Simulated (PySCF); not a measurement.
# [Eu(H2O)2]3+: forces at shaken geometries

How stiff is [Eu(H2O)2]3+? Its atoms are displaced at random by several amounts. The species was built from a template and needn't be a known compound.

Computed with PySCF 2.14.0. Level: PBE0, Eu lcecp-1-SVP with ECP52, O def2-SVP, H def2-SVP; scalar-relativistic core potentials, no spin–orbit coupling.

2 further runs of the same task are left out: 2 for a known fault of the program.

## 1. Starting geometry

7 atoms, charge 3, spin multiplicity 1.

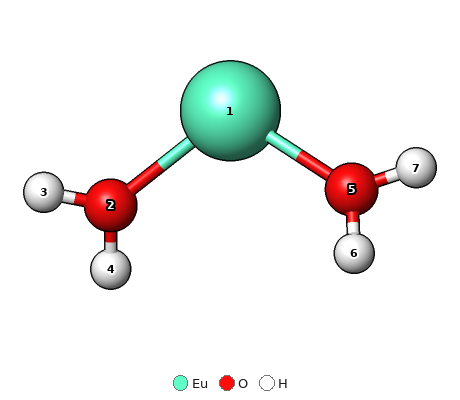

The structure; europium green, oxygen red, hydrogen white; atoms are numbered from 1 in the order of the file.

As a file:

```xyz
7
EuH4O2
Eu   -0.18943    1.08341    0.00707
O     0.07537   -0.17500    1.85638
H     0.52356    0.07394    2.70806
H    -0.24692   -1.09574    2.04348
O    -0.03491   -0.16706   -1.85876
H     0.29855   -1.09587   -1.96724
H    -0.27674    0.08777   -2.78899
```

Formal oxidation states: Eu +3. Each metal's 6 4f electrons lie in its core potential, so multiplicities, spins and levels count the valence alone. An earlier session relaxed this geometry at PBE0, Eu lcecp-1-SVP with ECP52, O def2-SVP, H def2-SVP (singlet, point group C1).

Its energy there is -186.695644 Eh.

## 2. Atoms moved at random, σ = 0.06 Å

run.py (the lines that set the calculation)

```python
mol = gto.M(atom='''
Eu    -0.18705     1.14418    -0.01934
O      0.07802    -0.15739     1.82264
H      0.58995     0.07148     2.68856
H     -0.36869    -1.05796     2.06118
O      0.10965    -0.19397    -1.76941
H      0.32980    -1.16658    -1.99363
H     -0.40219     0.07167    -2.79000''',
    basis={'Eu': 'lcecp-1-SVP', 'O': 'def2-SVP', 'H': 'def2-SVP'},
    ecp={'Eu': 'lcecp-1-SVP'},
    charge=3, spin=0)
mf = dft.RKS(mol, xc='PBE0')
mf.grids.atom_grid = (50, 194)  # f atoms: unpruned, at least (60, 302)
mf = mf.density_fit()  # fitting sets: Eu AutoAux, O def2-universal-JKFIT, H def2-universal-JKFIT
mf.conv_tol = 1e-08; mf.max_cycle = 55
mf.kernel(dm0)  # dm0: the density of the relaxed state
```

Started as:

```bash
$ OMP_NUM_THREADS=2 python run.py
```

Standard output:

```text
init E= -186.358853093334
  HOMO = -1.01708917480943  LUMO = -0.72250326570062  gap/eV = 8.01609
cycle= 1 E= -186.660990618325  delta_E= -0.302  |g|= 0.227  |ddm|= 0.362
  HOMO = -0.901144510107464  LUMO = -0.676155885141698  gap/eV = 6.12225
cycle= 2 E= -186.64168243127  delta_E= 0.0193  |g|= 0.393  |ddm|= 0.389
  HOMO = -0.956311087034043  LUMO = -0.671641607499725  gap/eV = 7.74625
cycle= 3 E= -186.671897898918  delta_E= -0.0302  |g|= 0.0146  |ddm|= 0.243
  HOMO = -0.958125647423172  LUMO = -0.672327876473258  gap/eV = 7.77695
cycle= 4 E= -186.67192828023  delta_E= -3.04e-05  |g|= 0.00744  |ddm|= 0.0126
  HOMO = -0.95684666023484  LUMO = -0.672537035902369  gap/eV = 7.73646
cycle= 5 E= -186.671937588953  delta_E= -9.31e-06  |g|= 0.00264  |ddm|= 0.0058
  HOMO = -0.957357094540876  LUMO = -0.672604467169566  gap/eV = 7.74851
cycle= 6 E= -186.671938961268  delta_E= -1.37e-06  |g|= 0.000174  |ddm|= 0.00177
  HOMO = -0.957335930278185  LUMO = -0.672564968852763  gap/eV = 7.74901
cycle= 7 E= -186.671938970885  delta_E= -9.62e-09  |g|= 4.5e-05  |ddm|= 0.000278
  HOMO = -0.957334174699868  LUMO = -0.672573923334475  gap/eV = 7.74872
Extra cycle  E= -186.671938971145  delta_E= -2.6e-10  |g|= 4.21e-05  |ddm|= 8.3e-05
converged SCF energy = -186.671938971145
```

It took 2.4 s on 2 threads of Arm Neoverse V1, shared host.

Result: E = -186.671939 Eh (+0.645 eV from the relaxed state), HOMO -26.05 eV, LUMO -18.30 eV, Mulliken charge on Eu1 +2.22 e, largest force component 4.239 eV/Å. 

```
atom      Fx      Fy  Fz (eV/Å)
 Eu1   0.284  -0.317      0.338
  O2  -0.095  -0.733      1.421
  H3  -0.710  -0.407     -1.250
  H4   0.753   1.348     -0.359
  O5  -2.402  -0.019     -4.239
  H6   0.116   1.044      0.568
  H7   2.055  -0.915      3.521
```

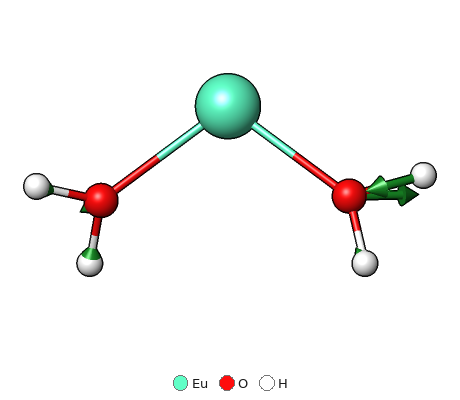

Forces as arrows, the longest for the largest force.

## 3. Atoms moved at random, σ = 0.1 Å

run.py (the lines that set the calculation)

```python
mol = gto.M(atom='''
Eu    -0.25964     1.03577     0.02983
O      0.01194    -0.16704     1.99714
H      0.53138     0.22134     2.63518
H     -0.20827    -1.13364     2.07533
O     -0.14950    -0.09185    -1.76647
H      0.46904    -1.17538    -2.20361
H     -0.24546     0.02223    -2.76739''',
    basis={'Eu': 'lcecp-1-SVP', 'O': 'def2-SVP', 'H': 'def2-SVP'},
    ecp={'Eu': 'lcecp-1-SVP'},
    charge=3, spin=0)
mf = dft.RKS(mol, xc='PBE0')
mf.grids.atom_grid = (50, 194)  # f atoms: unpruned, at least (60, 302)
mf = mf.density_fit()  # fitting sets: Eu AutoAux, O def2-universal-JKFIT, H def2-universal-JKFIT
mf.conv_tol = 1e-08; mf.max_cycle = 55
mf.kernel(dm0)  # dm0: the density of the relaxed state
```

Started as:

```bash
$ OMP_NUM_THREADS=2 python run.py
```

Standard output:

```text
init E= -186.320860189376
  HOMO = -0.999613654216052  LUMO = -0.730980709408318  gap/eV = 7.30987
cycle= 1 E= -186.600905176803  delta_E= -0.28  |g|= 0.357  |ddm|= 0.544
  HOMO = -0.878191952755294  LUMO = -0.670633606745194  gap/eV = 5.64795
cycle= 2 E= -186.54386891498  delta_E= 0.057  |g|= 0.648  |ddm|= 0.604
  HOMO = -0.955459004719334  LUMO = -0.668390214349073  gap/eV = 7.81154
cycle= 3 E= -186.627077683529  delta_E= -0.0832  |g|= 0.0302  |ddm|= 0.395
  HOMO = -0.955835409399505  LUMO = -0.670012336855272  gap/eV = 7.77764
cycle= 4 E= -186.627253260779  delta_E= -0.000176  |g|= 0.00434  |ddm|= 0.0234
  HOMO = -0.955041898635812  LUMO = -0.670643452521357  gap/eV = 7.73888
cycle= 5 E= -186.627256840839  delta_E= -3.58e-06  |g|= 0.00217  |ddm|= 0.00547
  HOMO = -0.955560208606308  LUMO = -0.670503063418366  gap/eV = 7.75680
cycle= 6 E= -186.627257771427  delta_E= -9.31e-07  |g|= 0.000784  |ddm|= 0.00206
  HOMO = -0.955429151274402  LUMO = -0.67046175915372  gap/eV = 7.75436
cycle= 7 E= -186.627257889346  delta_E= -1.18e-07  |g|= 7.74e-05  |ddm|= 0.000559
  HOMO = -0.95543405963852  LUMO = -0.670468909235233  gap/eV = 7.75430
cycle= 8 E= -186.627257891557  delta_E= -2.21e-09  |g|= 1.72e-05  |ddm|= 0.000113
  HOMO = -0.955433556401289  LUMO = -0.670470257623674  gap/eV = 7.75425
Extra cycle  E= -186.627257891545  delta_E= 1.19e-11  |g|= 2.2e-05  |ddm|= 3.04e-05
converged SCF energy = -186.627257891545
```

Run time: 2.5 s. Hardware: 2 threads of Arm Neoverse V1, shared host.

It gives: E = -186.627258 Eh (+1.861 eV from the relaxed state), HOMO -26.00 eV, LUMO -18.24 eV, Mulliken charge on Eu1 +2.19 e, largest force component 5.214 eV/Å. 

```
atom      Fx      Fy  Fz (eV/Å)
 Eu1  -0.293   0.452      1.106
  O2  -2.742  -1.187     -5.214
  H3   2.382   0.841      3.948
  H4   0.460   0.454      1.021
  O5   2.954  -4.843     -3.934
  H6  -1.936   3.165      2.398
  H7  -0.825   1.118      0.676
```

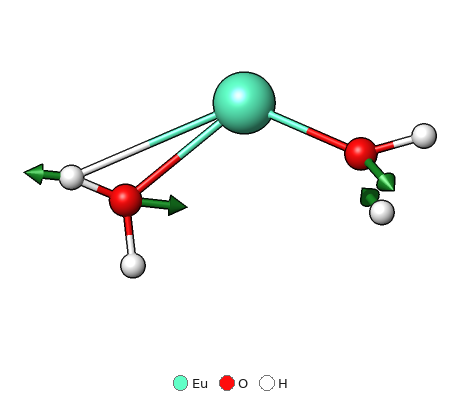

Forces as arrows, the longest for the largest force.

## 4. Atoms moved at random, σ = 0.06 Å

run.py (the lines that set the calculation)

```python
mol = gto.M(atom='''
Eu    -0.27852     1.01997    -0.03961
O      0.07926    -0.12505     1.95361
H      0.48846     0.16174     2.74945
H     -0.20418    -1.13138     2.01293
O      0.04420    -0.13428    -1.94538
H      0.31552    -1.10881    -1.84088
H     -0.29526     0.02923    -2.89012''',
    basis={'Eu': 'lcecp-1-SVP', 'O': 'def2-SVP', 'H': 'def2-SVP'},
    ecp={'Eu': 'lcecp-1-SVP'},
    charge=3, spin=0)
mf = dft.RKS(mol, xc='PBE0')
mf.grids.atom_grid = (50, 194)  # f atoms: unpruned, at least (60, 302)
mf = mf.density_fit()  # fitting sets: Eu AutoAux, O def2-universal-JKFIT, H def2-universal-JKFIT
mf.conv_tol = 1e-08; mf.max_cycle = 55
mf.kernel(dm0)  # dm0: the density of the relaxed state
```

Started as:

```bash
$ OMP_NUM_THREADS=2 python run.py
```

Standard output:

```text
init E= -186.55887019769
  HOMO = -0.985985073351252  LUMO = -0.706332806973769  gap/eV = 7.60973
cycle= 1 E= -186.679647394037  delta_E= -0.121  |g|= 0.0999  |ddm|= 0.323
  HOMO = -0.947723607894972  LUMO = -0.687623429083681  gap/eV = 7.07769
cycle= 2 E= -186.67779816897  delta_E= 0.00185  |g|= 0.143  |ddm|= 0.157
  HOMO = -0.958559607509672  LUMO = -0.68511388161595  gap/eV = 7.44084
cycle= 3 E= -186.681721469636  delta_E= -0.00392  |g|= 0.012  |ddm|= 0.0947
  HOMO = -0.958439119389784  LUMO = -0.685364093379005  gap/eV = 7.43075
cycle= 4 E= -186.681749251294  delta_E= -2.78e-05  |g|= 0.00166  |ddm|= 0.00925
  HOMO = -0.958158398507019  LUMO = -0.68544574723943  gap/eV = 7.42089
cycle= 5 E= -186.681749743699  delta_E= -4.92e-07  |g|= 0.00109  |ddm|= 0.00206
  HOMO = -0.958383428288544  LUMO = -0.685438026614383  gap/eV = 7.42722
cycle= 6 E= -186.681749966537  delta_E= -2.23e-07  |g|= 0.000239  |ddm|= 0.000803
  HOMO = -0.958353837729108  LUMO = -0.685433281555963  gap/eV = 7.42655
cycle= 7 E= -186.681749978299  delta_E= -1.18e-08  |g|= 2.47e-05  |ddm|= 0.000192
  HOMO = -0.95835175460746  LUMO = -0.685431073436893  gap/eV = 7.42655
cycle= 8 E= -186.681749978497  delta_E= -1.97e-10  |g|= 3.97e-06  |ddm|= 3.27e-05
  HOMO = -0.958351167018656  LUMO = -0.685432362302305  gap/eV = 7.42650
Extra cycle  E= -186.681749978497  delta_E= -6.82e-13  |g|= 4.51e-06  |ddm|= 8.64e-06
converged SCF energy = -186.681749978497
```

Wall time 2.5 s (2 threads of Arm Neoverse V1, shared host).

Read off: E = -186.681750 Eh (+0.378 eV from the relaxed state), HOMO -26.08 eV, LUMO -18.65 eV, Mulliken charge on Eu1 +2.24 e, largest force component 3.737 eV/Å. 

```
atom      Fx      Fy  Fz (eV/Å)
 Eu1   0.184   0.165      0.526
  O2  -2.041  -2.385     -3.737
  H3   1.050   0.356      2.466
  H4   0.858   2.141      0.688
  O5  -0.479  -0.814      0.346
  H6  -0.193   1.028     -1.020
  H7   0.622  -0.491      0.730
```

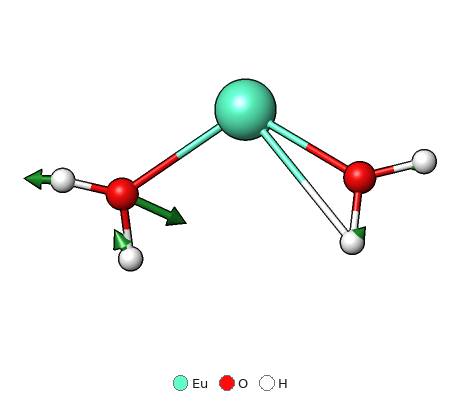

Forces as arrows, the longest for the largest force.

## 5. The displacements side by side

| σ (Å) | energy rise (eV) | harmonic estimate −½ F·u (eV) | largest force component (eV/Å) |
| --- | --- | --- | --- |
| 0.06 | 0.645 | 0.607 | 4.24 |
| 0.1 | 1.861 | 1.478 | 5.21 |
| 0.06 | 0.378 | 0.401 | 3.74 |

Every displacement raises the energy. For a harmonic well the rise equals −½ F·u; the two differ by at most 21 % here (a move with σ = 0.1 Å), from anharmonicity, the grid and the small forces left at the relaxed point. These are double-zeta-type bases without diffuse functions. Spin–orbit coupling is left out.
